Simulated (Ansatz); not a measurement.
The calculation's input:

```
crystal:
  periodic: [false, false, false]
  atoms:
    - { symbol: B, position_ang: [0.0, 0.0, 0.0] }
    - { symbol: H, position_ang: [0.0, 0.0, 1.54] }
    - { symbol: F, position_ang: [1.1431, 0.0, -0.66] }
    - { symbol: H, position_ang: [-1.0305, 0.0, -0.595] }
    - { symbol: Si, position_ang: [0.1008, 2.1328, 0.7095] }
    - { symbol: H, position_ang: [0.6771, 2.1737, 2.0503] }
    - { symbol: H, position_ang: [0.9351, 2.9107, -0.2019] }
    - { symbol: H, position_ang: [-1.2441, 2.7001, 0.741] }
    - { symbol: H, position_ang: [0.0412, 0.871, 1.6809] }
basis:
  gaussian: { orbitals: def2-SVP }
hamiltonian:
  xc: hf
relax:
  f_tol: 0.15
  max_steps: 25
  restrain:
    - { distance: [0, 4], at: 1.95, k: 30.0 }
    - { distance: [8, 1], at: 0.66, k: 30.0 }
    - { distance: [0, 1], at: 2.39, k: 30.0 }
    - { distance: [8, 4], at: 2.66, k: 30.0 }
output:
  orbitals: {}
```

Launched as:

```sh
ansatz run input.yaml --threads 1 --pin off --max-ram 2048MiB --backend cpu --events-out ev --progress --plain --runs-dir out
```

The fields are those of the run's last geometry, not of the input's.

Not at a stationary point (largest force 1.6 eV/Å).

Theory: Ansatz, RHF/def2-SVP.

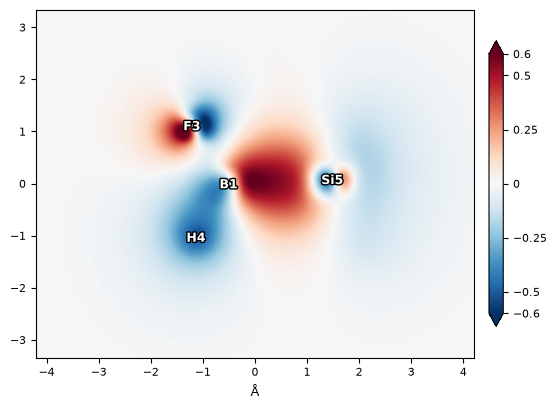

BFH$_{4}$Si···H$_{2}$. The HOMO on the plane of atoms F3, B1 and H4 (values in Å⁻³ᐟ²; the overall sign is arbitrary).

### Where does this orbital lie, and at what energy?

It lies mainly on B1 (about 30 %), Si5 (about 30 %), H4 (about 15 %) and F3 (about 10 %). Its energy is −11.45 eV.
